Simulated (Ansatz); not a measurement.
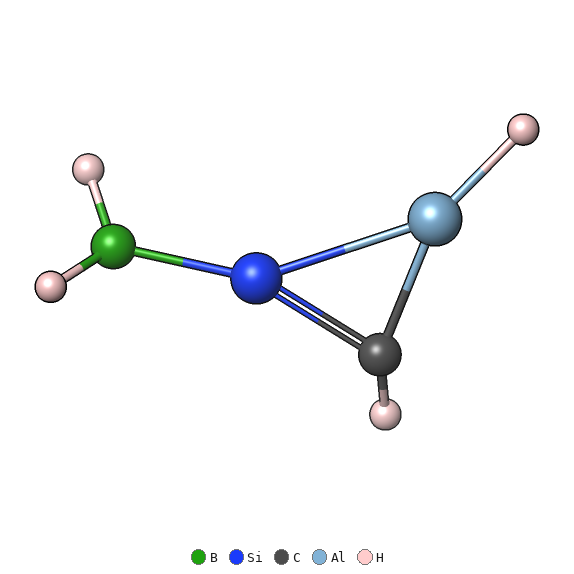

The picture shows the input geometry.

Input file:

```yaml
crystal:
  periodic: [false, false, false]
  atoms:
    - {symbol: B, position_ang: [-0.491280, 2.059540, -0.312390]}
    - {symbol: Si, position_ang: [0.187970, 0.319550, -0.027740]}
    - {symbol: C, position_ang: [1.155420, -1.059870, 0.798980]}
    - {symbol: Al, position_ang: [-0.019060, -2.083240, -0.348400]}
    - {symbol: H, position_ang: [-1.660090, 2.218710, -0.341800]}
    - {symbol: H, position_ang: [0.180200, 2.918950, -0.758970]}
    - {symbol: H, position_ang: [1.445260, -0.964710, 1.850790]}
    - {symbol: H, position_ang: [-0.798430, -3.408940, -0.860470]}
basis:
  gaussian: {orbitals: def2-SVP}
hamiltonian: {xc: lda}
md: {n_steps: 60, timestep: 0.5, temperature: 500, ensemble: nve, seed: 931, initial_velocities: maxwell_boltzmann}
```

Command:

```sh
ansatz run in.yaml --threads 2 --pin off --events-out ev --progress --plain --max-ram 3481MiB
```

Result (its end):

```
mean field -16164.93859652 eV, -594.0505364333 hartree, gradient 9.1e-6 eV, S^2 0.000000; 1 other end points of the search recorded, 0 dependent functions left out
the calculation of the forces begins
reference -16164.93863389 eV, -594.0505378065 hartree; 21, 21 occupied and 63, 63 virtual orbitals, 933 factors
md step    60: t =    30.00 fs  T =   564.1 K  F+E_penalty+E_count = -16164.93859652 eV  E_kin = 0.437478 eV  conserved = -16164.50111864 eV  (31 SCF iters)
Total energy: -16164.93863389 eV, -594.0505378065 hartree
Atom 0 at    -0.596147     1.898361    -0.324708 Å, force    -0.110347     0.861380    -0.270882 eV/Å
Atom 1 at     0.352809     0.327432    -0.063203 Å, force     0.716482    -2.360879     1.371621 eV/Å
Atom 2 at     0.990126    -1.103329     0.938793 Å, force    -1.374927     0.954777    -2.697470 eV/Å
Atom 3 at    -0.083221    -1.979549    -0.367727 Å, force     0.693898     0.122948     0.615163 eV/Å
Atom 4 at    -1.701790     1.746892     0.133782 Å, force    -0.282372     0.091552     0.316407 eV/Å
Atom 5 at    -0.317471     2.856822    -1.005870 Å, force    -0.013799    -0.000302    -0.253408 eV/Å
Atom 6 at     1.827586    -1.129153     1.615674 Å, force     0.504401     0.104094     1.011540 eV/Å
Atom 7 at    -0.422527    -3.459339    -0.882476 Å, force    -0.133337     0.226430    -0.092972 eV/Å
Dipole moment:     0.025858    -0.126143    -0.078223 e Å
```

The calculation finished and met its thresholds.
